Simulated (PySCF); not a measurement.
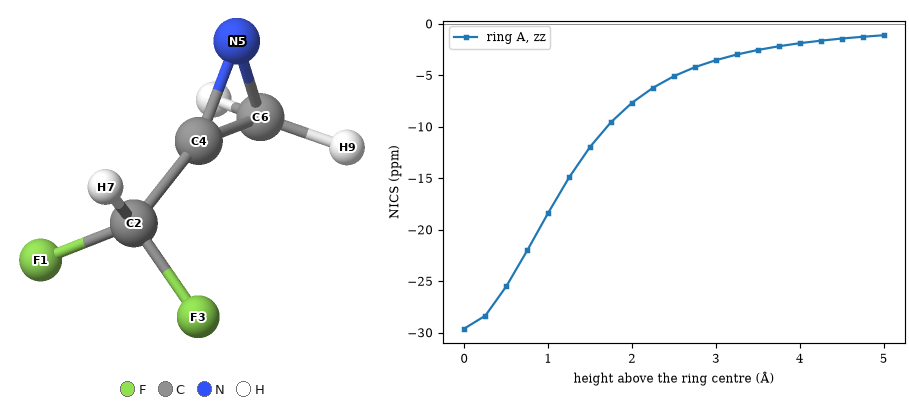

Figure. C$_{3}$H$_{3}$F$_{2}$N, SMILES `FC(F)C1=NC1`. GIAO NICS scans along the ring normals; ring A: 3-membered ring C4/N5/C6.

PySCF calculation, PBE0/def2-SVP, gas phase; geometry: GFN2-xTB. No frequency check shows the geometry to be a minimum.

What does each scan say about the ring current?

Ring A is shielded above its centre; in a three-membered ring σ bonds weigh heavily, so the values alone don't measure π aromaticity: NICSzz reaches −29.6 ppm at 0.00 Å; NICS(0) = −31.2, NICS(1) = −8.8, NICS(1)zz = −18.4 ppm.

What absolute proton shieldings does the same calculation give?

From 24.7 ppm (H7) to 30.4 ppm (H8 and H9).
